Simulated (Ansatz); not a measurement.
# CH3B (quintet): the correlation ladder, cc-pVDZ

How much of the correlation energy of CH3B (quintet) does each wave-function method recover here?

Program: Ansatz 0.2.0, Gaussian basis. Level of theory: cc-pVDZ, core rule «outside noble gas», up to 2 orbitals frozen. These are calculated values, not measurements.

To be run: UHF; CCSD(T) on ROHF; CCSD(T) on UHF; BCCD(T) on ROHF; CISD; CCSDT(Q) on ROHF; CCSDT(Q) on UHF; CASSCF and MRCISD+Q, 10 electrons in 11 orbitals; CASSCF and NEVPT2, 10 electrons in 11 orbitals.

20 further runs of the same task are left out: 7 that didn't finish, 13 set aside as unsound or not needed.

## Step 1: The geometry

The geometry is a PBE0/def2-TZVP stationary point (not a proven minimum) of the parent state, kept for this charge and spin.

5 atoms, charge 0, spin multiplicity 5.

Atoms are counted from 1 here; the program's logs count them from 0.

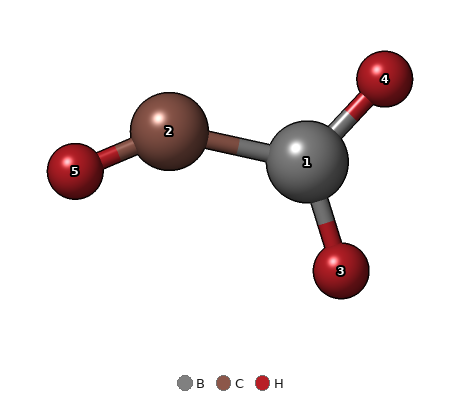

The geometry (boron grey, carbon brown, hydrogen red); atoms are numbered from 1 in the order of the file.

Geometry (Å):

```xyz
5

B     0.00000    0.05036    0.73978
C     0.00000   -0.10148   -0.74899
H     0.00000    1.14890    1.22740
H     0.00000   -0.90868    1.45515
H     0.00000    0.42891   -1.69234
```

In the tables R marks a restricted open-shell determinant and U an unrestricted one; 'valence' is the active space of 10 electrons in 11 orbitals; energies count from the table's Hartree-Fock row.

## Step 2: UHF

Contents of in.yaml:

```yaml
crystal:
  periodic: [false, false, false]
  atoms:
    - {symbol: B, position_ang: [0.000000, 0.050359, 0.739783]}
    - {symbol: C, position_ang: [0.000000, -0.101482, -0.748988]}
    - {symbol: H, position_ang: [0.000000, 1.148901, 1.227395]}
    - {symbol: H, position_ang: [0.000000, -0.908685, 1.455152]}
    - {symbol: H, position_ang: [0.000000, 0.428910, -1.692336]}
basis:
  gaussian: {orbitals: cc-pVDZ}
magnetization: {spin_polarized: true, initial_magnetization: 4}
hamiltonian: {xc: hf}
output: {orbitals: {seedname: orbitals}}
```

Launch:

```console
ansatz run in.yaml --threads 1 --pin off --events-out ev --progress --plain --max-ram 2393MiB
```

What it wrote:

```text
Functional definition: HF
  name "HF"
  cite "Fock, Z. Phys. 61, 126 (1930) doi:10.1007/BF01340294"
  parent pbe
  exchange = exact_x
  correlation = 0
394 factors; integrals over basis functions are off by at most 7.8e-4 eV
mean field evaluation 1: about -1738.4197 eV, gradient 1.1e1 eV
mean field evaluation 2: about -1738.4211 eV, gradient 1.1e1 eV
mean field evaluation 4: about -1739.9128 eV, gradient 2.0e0 eV
mean field evaluation 8: about -1740.0890 eV, gradient 2.0e-1 eV
mean field evaluation 16: about -1740.0959 eV, gradient 2.0e-5 eV
mean field evaluation 32: about -1737.0429 eV, gradient 1.5e1 eV
mean field evaluation 64: about -1739.6710 eV, gradient 2.1e0 eV
mean field -1740.09590109 eV, -63.9473448857 hartree, gradient 2.0e-5 eV, S^2 6.023488; 1 other end points of the search recorded, 0 dependent functions left out
reference -1740.09590109 eV, -63.9473448857 hartree; 9, 5 occupied and 34, 38 virtual orbitals, 394 factors
Total energy: -1740.09590109 eV, -63.9473448857 hartree
```

Wall time 0.43 s (1 thread of Arm Neoverse V1, shared host).

From the report: ⟨S²⟩ of the determinant 6.023 (pure quintet: 6.00).

## Step 3: CCSD(T) on ROHF

in.yaml, as its differences from that of step 2:

```diff
@@ -10,4 +10,3 @@
   gaussian: {orbitals: cc-pVDZ}
-magnetization: {spin_polarized: true, initial_magnetization: 4}
-hamiltonian: {xc: hf}
-output: {orbitals: {seedname: orbitals}}
+magnetization: {spin_polarized: false, initial_magnetization: 4}
+correlation: {method: ccsd_t, electrons: outside_noble_gas}
```

Launched as before.

What it wrote (excerpt; [...] marks lines left out):

```text
Functional definition: HF
  name "HF"
  cite "Fock, Z. Phys. 61, 126 (1930) doi:10.1007/BF01340294"
  parent pbe
[...]
394 factors; integrals over basis functions are off by at most 7.8e-4 eV
[...]
mean field -1739.86004962 eV, -63.9386775040 hartree, gradient 2.0e-6 eV, S^2 6.000000; 4 other end points of the search recorded, 0 dependent functions left out
[...]
determinant -1739.86004962 eV, -63.9386775040 hartree, with singles and doubles -1745.31822185 eV, -64.1392616340 hartree
determinant -1739.77762835 eV, -63.9356485782 hartree, with singles and doubles -1745.18367483 eV, -64.1343171220 hartree
determinant -1739.69898301 eV, -63.9327584153 hartree, with singles and doubles -1745.31754484 eV, -64.1392367540 hartree
determinant -1739.86004962 eV, -63.9386775040 hartree, with singles and doubles -1745.33686959 eV, -64.1399469258 hartree
determinant -1739.77762835 eV, -63.9356485782 hartree, with singles and doubles -1745.32291682 eV, -64.1394341707 hartree
determinant -1739.69898301 eV, -63.9327584153 hartree, with singles and doubles -1745.34033751 eV, -64.1400743694 hartree
[...]
2 core orbitals not correlated: weight in the atoms' cores, before any rotation towards them, 1.000 or more for the frozen orbitals, at most 0.000 for the correlated occupied ones
reference -1739.86004962 eV, -63.9386775040 hartree; 7, 3 occupied and 34, 38 virtual orbitals, 394 factors
second order -4.33202976 eV of doubles, -0.13495608 eV of singles
cycle   1  -5.47682052 eV  change   -5.4e-7 eV  update   2.9e-6
perturbative correction -0.13318487 eV, -0.0048944537 hartree
Total energy: -1745.47005501 eV, -64.1448413995 hartree
```

It took 4.2 s on 1 thread of Arm Neoverse V1, shared host.

From the report: correlation -5.6100 eV; T1 0.057; largest double amplitude 0.04.

## Step 4: CCSD(T) on UHF

in.yaml, as its differences from that of step 3:

```diff
@@ -10,3 +10,3 @@
   gaussian: {orbitals: cc-pVDZ}
-magnetization: {spin_polarized: false, initial_magnetization: 4}
+magnetization: {spin_polarized: true, initial_magnetization: 4}
 correlation: {method: ccsd_t, electrons: outside_noble_gas}
```

Same command.

What it wrote (excerpt; [...] marks lines left out):

```text
Functional definition: HF
  name "HF"
  cite "Fock, Z. Phys. 61, 126 (1930) doi:10.1007/BF01340294"
  parent pbe
[...]
394 factors; integrals over basis functions are off by at most 7.8e-4 eV
[...]
mean field -1740.09590109 eV, -63.9473448857 hartree, gradient 2.6e-6 eV, S^2 6.023488; 4 other end points of the search recorded, 0 dependent functions left out
2 core orbitals not correlated: weight in the atoms' cores, before any rotation towards them, 1.000 or more for the frozen orbitals, at most 0.000 for the correlated occupied ones
reference -1740.09590109 eV, -63.9473448857 hartree; 7, 3 occupied and 34, 38 virtual orbitals, 394 factors
second order -4.24135519 eV of doubles, -0.00000000 eV of singles
cycle   1  -4.91261590 eV  change   -6.7e-1 eV  update   6.3e-2
[...]
cycle  15  -5.24612435 eV  change    8.4e-6 eV  update   4.1e-6
perturbative correction -0.12977134 eV, -0.0047690089 hartree
Total energy: -1745.47179678 eV, -64.1449054084 hartree
```

It took 2.4 s on 1 thread of Arm Neoverse V1, shared host.

From the report: ⟨S²⟩ of the determinant 6.023 (pure quintet: 6.00); correlation -5.3759 eV; T1 0.050; largest double amplitude 0.04.

## Step 5: BCCD(T) on ROHF

in.yaml, as its differences from that of step 4:

```diff
@@ -10,3 +10,3 @@
   gaussian: {orbitals: cc-pVDZ}
-magnetization: {spin_polarized: true, initial_magnetization: 4}
-correlation: {method: ccsd_t, electrons: outside_noble_gas}
+magnetization: {spin_polarized: false, initial_magnetization: 4}
+correlation: {method: bccd_t, electrons: outside_noble_gas}
```

The command is unchanged.

What it wrote (excerpt; [...] marks lines left out):

```text
Functional definition: HF
  name "HF"
  cite "Fock, Z. Phys. 61, 126 (1930) doi:10.1007/BF01340294"
  parent pbe
[...]
394 factors; integrals over basis functions are off by at most 7.8e-4 eV
[...]
mean field -1739.86004962 eV, -63.9386775040 hartree, gradient 2.0e-6 eV, S^2 6.000000; 4 other end points of the search recorded, 0 dependent functions left out
[...]
determinant -1739.86004962 eV, -63.9386775040 hartree, with singles and doubles -1745.31822185 eV, -64.1392616340 hartree
determinant -1739.77762835 eV, -63.9356485782 hartree, with singles and doubles -1745.18367483 eV, -64.1343171220 hartree
determinant -1739.69898301 eV, -63.9327584153 hartree, with singles and doubles -1745.31754484 eV, -64.1392367540 hartree
determinant -1739.86004962 eV, -63.9386775040 hartree, with singles and doubles -1745.33686959 eV, -64.1399469258 hartree
determinant -1739.77762835 eV, -63.9356485782 hartree, with singles and doubles -1745.32291682 eV, -64.1394341707 hartree
determinant -1739.69898301 eV, -63.9327584153 hartree, with singles and doubles -1745.34033751 eV, -64.1400743694 hartree
[...]
2 core orbitals not correlated: weight in the atoms' cores, before any rotation towards them, 1.000 or more for the frozen orbitals, at most 0.000 for the correlated occupied ones
reference -1739.86004962 eV, -63.9386775040 hartree; 7, 3 occupied and 34, 38 virtual orbitals, 394 factors
second order -4.33202976 eV of doubles, -0.13495608 eV of singles
cycle   1  -5.50290980 eV  change   -2.6e-2 eV  update   2.6e-2
[...]
cycle  13  -5.48061843 eV  change   -2.2e-6 eV  update   1.1e-5
perturbative correction -0.13000837 eV, -0.0047777196 hartree
Total energy: -1745.47067642 eV, -64.1448642358 hartree
```

It took 4.4 s on 1 thread of Arm Neoverse V1, shared host.

From the report: correlation -5.6106 eV; largest double amplitude 0.04.

## Step 6: CISD

in.yaml, as its differences from that of step 5:

```diff
@@ -11,2 +11,2 @@
 magnetization: {spin_polarized: false, initial_magnetization: 4}
-correlation: {method: bccd_t, electrons: outside_noble_gas}
+correlation: {active_space: {ras: {orbitals: [3, 4, 34], electrons: 10, max_holes: 2, max_particles: 2}, fixed_orbitals: true}}
```

The command is unchanged.

What it wrote:

```text
Functional definition: HF
  name "HF"
  cite "Fock, Z. Phys. 61, 126 (1930) doi:10.1007/BF01340294"
  parent pbe
  exchange = exact_x
  correlation = 0
394 factors; integrals over basis functions are off by at most 7.8e-4 eV
mean field evaluation 1: about -1738.2957 eV, gradient 1.3e1 eV
mean field evaluation 2: about -1738.2968 eV, gradient 1.3e1 eV
mean field evaluation 4: about -1739.7847 eV, gradient 1.7e0 eV
mean field evaluation 8: about -1739.8599 eV, gradient 6.6e-2 eV
mean field evaluation 16: about -1739.7749 eV, gradient 3.0e-1 eV
mean field -1739.86004962 eV, -63.9386775040 hartree, gradient 2.0e-6 eV, S^2 6.000000; 3 other end points of the search recorded, 0 dependent functions left out
reference -1739.86004962 eV, -63.9386775040 hartree; 9, 5 occupied and 34, 38 virtual orbitals, 394 factors
state -1745.02654623 eV, -64.1285427525 hartree
Total energy: -1745.02654623 eV, -64.1285427525 hartree
```

It took 4.8 s on 1 thread of Arm Neoverse V1, shared host.

From the report: 142,623 determinants.

## Step 7: CCSDT(Q) on ROHF

in.yaml, as its differences from that of step 6:

```diff
@@ -11,2 +11,2 @@
 magnetization: {spin_polarized: false, initial_magnetization: 4}
-correlation: {active_space: {ras: {orbitals: [3, 4, 34], electrons: 10, max_holes: 2, max_particles: 2}, fixed_orbitals: true}}
+correlation: {method: ccsdt_q, electrons: outside_noble_gas}
```

The command is unchanged.

What it wrote (excerpt; [...] marks lines left out):

```text
Functional definition: HF
  name "HF"
  cite "Fock, Z. Phys. 61, 126 (1930) doi:10.1007/BF01340294"
  parent pbe
[...]
794 factors; integrals over basis functions are off by at most 1.8e-7 eV
[...]
mean field -1739.86007891 eV, -63.9386785803 hartree, gradient 2.0e-6 eV, S^2 6.000000; 4 other end points of the search recorded, 0 dependent functions left out
[...]
determinant -1739.86007891 eV, -63.9386785803 hartree, with singles and doubles -1745.31823742 eV, -64.1392622058 hartree
determinant -1739.77765782 eV, -63.9356496614 hartree, with singles and doubles -1745.18368895 eV, -64.1343176411 hartree
determinant -1739.69901183 eV, -63.9327594743 hartree, with singles and doubles -1745.31756001 eV, -64.1392373116 hartree
determinant -1739.86007891 eV, -63.9386785803 hartree, with singles and doubles -1745.33688471 eV, -64.1399474813 hartree
determinant -1739.77765782 eV, -63.9356496614 hartree, with singles and doubles -1745.32293219 eV, -64.1394347355 hartree
determinant -1739.69901183 eV, -63.9327594743 hartree, with singles and doubles -1745.34035291 eV, -64.1400749352 hartree
[...]
2 core orbitals not correlated: weight in the atoms' cores, before any rotation towards them, 1.000 or more for the frozen orbitals, at most 0.000 for the correlated occupied ones
reference -1739.86007891 eV, -63.9386785803 hartree; 7, 3 occupied and 34, 38 virtual orbitals, 794 factors
second order -4.33203405 eV of doubles, -0.13495590 eV of singles
cycle   1  -5.14466627 eV  change   -6.7e-1 eV  update   7.0e-2
[...]
cycle  22  -5.63738222 eV  change   -4.7e-7 eV  update   3.0e-7
perturbative correction -0.00598554 eV, -0.0002199644 hartree
Total energy: -1745.50344667 eV, -64.1460685202 hartree
```

Run time: 34 s. Hardware: 1 thread of Arm Neoverse V1, shared host; peak memory 0.39 GiB.

From the report: correlation -5.6434 eV; T1 0.061; largest double amplitude 0.04.

## Step 8: CCSDT(Q) on UHF

in.yaml, as its differences from that of step 7:

```diff
@@ -10,3 +10,3 @@
   gaussian: {orbitals: cc-pVDZ}
-magnetization: {spin_polarized: false, initial_magnetization: 4}
+magnetization: {spin_polarized: true, initial_magnetization: 4}
 correlation: {method: ccsdt_q, electrons: outside_noble_gas}
```

The command is unchanged.

What it wrote (excerpt; [...] marks lines left out):

```text
Functional definition: HF
  name "HF"
  cite "Fock, Z. Phys. 61, 126 (1930) doi:10.1007/BF01340294"
  parent pbe
[...]
794 factors; integrals over basis functions are off by at most 1.8e-7 eV
[...]
mean field -1740.09593001 eV, -63.9473459487 hartree, gradient 2.6e-6 eV, S^2 6.023487; 4 other end points of the search recorded, 0 dependent functions left out
2 core orbitals not correlated: weight in the atoms' cores, before any rotation towards them, 1.000 or more for the frozen orbitals, at most 0.000 for the correlated occupied ones
reference -1740.09593001 eV, -63.9473459487 hartree; 7, 3 occupied and 34, 38 virtual orbitals, 794 factors
second order -4.24135878 eV of doubles, -0.00000000 eV of singles
cycle   1  -4.91260354 eV  change   -6.7e-1 eV  update   6.9e-2
[...]
cycle  22  -5.40335186 eV  change   -6.7e-7 eV  update   3.8e-7
perturbative correction -0.00618238 eV, -0.0002271982 hartree
Total energy: -1745.50546426 eV, -64.1461426653 hartree
```

It took 28 s on 1 thread of Arm Neoverse V1, shared host; peak memory 0.32 GiB.

From the report: ⟨S²⟩ of the determinant 6.023 (pure quintet: 6.00); correlation -5.4095 eV; T1 0.054; largest double amplitude 0.04.

## Step 9: CASSCF and MRCISD+Q, 10 electrons in 11 orbitals

in.yaml, as its differences from that of step 8:

```diff
@@ -10,3 +10,3 @@
   gaussian: {orbitals: cc-pVDZ}
-magnetization: {spin_polarized: true, initial_magnetization: 4}
-correlation: {method: ccsdt_q, electrons: outside_noble_gas}
+magnetization: {spin_polarized: false, initial_magnetization: 4}
+correlation: {method: fic_mrcisd_q, electrons: outside_noble_gas, active_space: {window: {electrons: 10, orbitals: 11}, shells: [{species: B, l: s, shell: 2}, {species: B, l: p, shell: 2}, {species: C, l: s, shell: 2}, {species: C, l: p, shell: 2}, {species: H, l: s, shell: 1}]}}
```

Launched as before.

What it wrote (excerpt; [...] marks lines left out):

```text
Functional definition: HF
  name "HF"
  cite "Fock, Z. Phys. 61, 126 (1930) doi:10.1007/BF01340294"
  parent pbe
[...]
794 factors; integrals over basis functions are off by at most 1.8e-7 eV
[...]
mean field -1739.86007891 eV, -63.9386785803 hartree, gradient 2.0e-6 eV, S^2 6.000000; 3 other end points of the search recorded, 0 dependent functions left out
reference -1739.86007891 eV, -63.9386785803 hartree; 9, 5 occupied and 34, 38 virtual orbitals, 794 factors
state -1741.80059230 eV, -64.0099911321 hartree
contracted CI cycle   1: correlation 0.00000000 eV, 0.0000000000 hartree, residual 1.55e1 eV
contracted CI cycle   2: correlation -3.35479489 eV, -0.1232864384 hartree, residual 2.88e0 eV
contracted CI cycle   3: correlation -3.46558348 eV, -0.1273578437 hartree, residual 5.31e-1 eV
contracted CI cycle   4: correlation -3.46997994 eV, -0.1275194109 hartree, residual 1.22e-1 eV
contracted CI cycle   5: correlation -3.47020377 eV, -0.1275276363 hartree, residual 2.86e-2 eV
contracted CI cycle   6: correlation -3.47021501 eV, -0.1275280493 hartree, residual 6.30e-3 eV
contracted CI cycle   7: correlation -3.47021557 eV, -0.1275280699 hartree, residual 1.43e-3 eV
state -1741.80059230 eV, -64.0099911321 hartree; corrected -1745.47283280 eV, -64.1449434813 hartree
Total energy: -1745.47283280 eV, -64.1449434813 hartree
Checks for a lower state left out: starts, orbital_swaps
```

It took 15 s on 1 thread of Arm Neoverse V1, shared host; peak memory 0.95 GiB.

From the report: 27,162 determinants; active occupations 1.98, 1.97, 1.96, 1.01, 1.00, 1.00, 1.00, 0.03, 0.03, 0.02, 0.01.

## Step 10: CASSCF and NEVPT2, 10 electrons in 11 orbitals

Contents of in.yaml:

```yaml
crystal:
  periodic: [false, false, false]
  atoms:
    - {symbol: B, position_ang: [0.000000, 0.050359, 0.739783]}
    - {symbol: C, position_ang: [0.000000, -0.101482, -0.748988]}
    - {symbol: H, position_ang: [0.000000, 1.148901, 1.227395]}
    - {symbol: H, position_ang: [0.000000, -0.908685, 1.455152]}
    - {symbol: H, position_ang: [0.000000, 0.428910, -1.692336]}
basis:
  gaussian: {orbitals: cc-pVDZ}
magnetization: {spin_polarized: false, initial_magnetization: 4}
correlation: {method: sc_nevpt2, electrons: outside_noble_gas, active_space: {window: {electrons: 10, orbitals: 11}, shells: [{species: B, l: s, shell: 2}, {species: B, l: p, shell: 2}, {species: C, l: s, shell: 2}, {species: C, l: p, shell: 2}, {species: H, l: s, shell: 1}]}}
```

Same command.

What it wrote:

```text
Functional definition: HF
  name "HF"
  cite "Fock, Z. Phys. 61, 126 (1930) doi:10.1007/BF01340294"
  parent pbe
  exchange = exact_x
  correlation = 0
794 factors; integrals over basis functions are off by at most 1.8e-7 eV
mean field evaluation 1: about -1738.2957 eV, gradient 1.3e1 eV
mean field evaluation 2: about -1738.2968 eV, gradient 1.3e1 eV
mean field evaluation 4: about -1739.7847 eV, gradient 1.7e0 eV
mean field evaluation 8: about -1739.8600 eV, gradient 6.6e-2 eV
mean field evaluation 16: about -1739.7750 eV, gradient 3.0e-1 eV
mean field -1739.86007891 eV, -63.9386785803 hartree, gradient 2.0e-6 eV, S^2 6.000000; 3 other end points of the search recorded, 0 dependent functions left out
reference -1739.86007891 eV, -63.9386785803 hartree; 9, 5 occupied and 34, 38 virtual orbitals, 794 factors
state -1741.80059230 eV, -64.0099911321 hartree
state -1741.80059230 eV, -64.0099911321 hartree; corrected -1744.66672679 eV, -64.1153196318 hartree
Total energy: -1744.66672679 eV, -64.1153196318 hartree
Checks for a lower state left out: starts, orbital_swaps
```

Wall time 6.5 s (1 thread of Arm Neoverse V1, shared host).

From the report: 27,162 determinants; active occupations 1.98, 1.97, 1.96, 1.01, 1.00, 1.00, 1.00, 0.03, 0.03, 0.02, 0.01.

## Step 11: How many determinants matter

Natural occupations of the CASSCF valence state about the gap (report; correlated orbitals 1 to 10): 1.976, 1.974, 1.963, 1.006, 1.004, 0.997, 0.996, 0.030, 0.028, 0.015. The count of effectively unpaired electrons, Σ n²(2 − n)², is 4.02; a single determinant of this spin has 4.

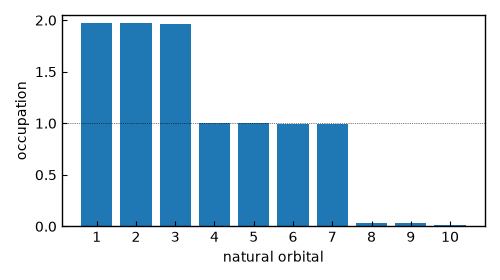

Natural occupations of the CASSCF valence state.

## Step 12: All levels against the top one

The yardstick is UCCSDT(Q), where the cluster series has nearly closed. Rows without a time come out of other runs: HF, MP2 and CCSD of CCSD(T), CCSDT of CCSDT(Q), CASSCF and MRCISD of the multireference runs.

```tsv
method	energy from the lowest ROHF (kJ/mol)	from UCCSDT(Q) (kJ/mol)	time
ROHF	0.0	+544.7	
UHF	-22.8	+521.9	
RMP2	-431.0	+113.7	
UMP2	-432.0	+112.7	
CISD	-498.5	+46.2	4.8 s
RCCSD	-528.4	+16.3	
UCCSD	-528.9	+15.8	
RCCSD(T)	-541.3	+3.4	4.2 s
UCCSD(T)	-541.5	+3.2	2.4 s
BCCD(T)	-541.3	+3.4	4.4 s
RCCSDT	-543.9	+0.8	
UCCSDT	-544.1	+0.6	
RCCSDT(Q)	-544.5	+0.2	34 s
UCCSDT(Q)	-544.7	0	28 s
CASSCF valence	-187.2	+357.5	
NEVPT2 valence	-463.8	+80.9	6.5 s
MRCISD valence	-522.1	+22.6	
MRCISD+Q valence	-541.6	+3.1	15 s
```

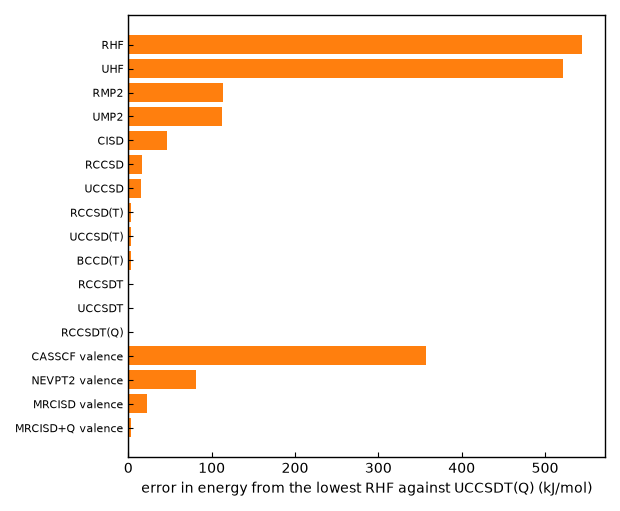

Error of each method against UCCSDT(Q).

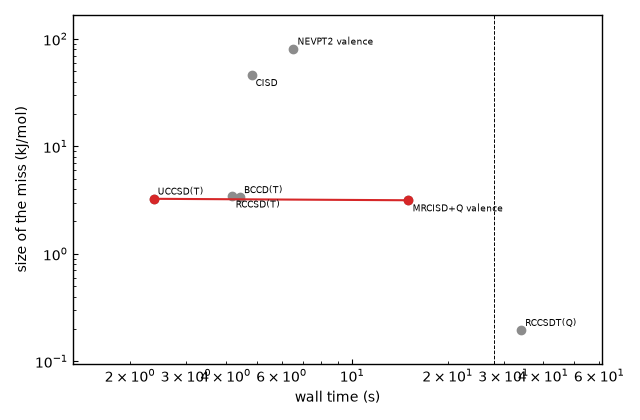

Accuracy for the time spent; red marks the levels that beat every quicker one drawn (of those quicker than the yardstick), and the dashed line is the time of UCCSDT(Q). Times are from a shared host.

## Step 13: Summary of results

```
                         quantity                                                                     value
    UCCSDT(Q) from the ROHF energy                                                                -5.6454 eV
              RMP2 from UCCSDT(Q)                                                             +113.7 kJ/mol
              UMP2 from UCCSDT(Q)                                                             +112.7 kJ/mol
             RCCSD from UCCSDT(Q)                                                              +16.3 kJ/mol
          RCCSD(T) from UCCSDT(Q)                                                               +3.4 kJ/mol
          UCCSD(T) from UCCSDT(Q)                                                               +3.2 kJ/mol
         RCCSDT(Q) from UCCSDT(Q)                                                               +0.2 kJ/mol
    NEVPT2 valence from UCCSDT(Q)                                                              +80.9 kJ/mol
  MRCISD+Q valence from UCCSDT(Q)                                                               +3.1 kJ/mol
levels within 1 kcal/mol (43 meV)  RCCSD(T), UCCSD(T), BCCD(T), RCCSDT, UCCSDT, RCCSDT(Q), MRCISD+Q valence
                    T1 diagnostic                                                                     0.057
   effectively unpaired electrons                                                                      4.02
```

RCCSD(T) lands +3.4 kJ/mol from the yardstick (0.6 % of the correlation energy). The occupations are near whole numbers, but T1 = 0.057 shows that the orbitals relax strongly. Of the multireference levels listed MRCISD+Q valence comes nearest in total energy (+3.1 kJ/mol), which doesn't show that its space is the better one. These misses are within one basis, not against nature; the frozen cores of restricted and unrestricted runs differ, which can shift their rows.

With open shells the CI space here admits some triples and quadruples, so it is larger than plain CISD.

MRCISD+Q valence reaches 3.1 kJ/mol from the reference in 15 s, where UCCSDT(Q) took 28 s; the quickest level in the cost chart, UCCSD(T), takes 2.4 s and misses by 3.2 kJ/mol.
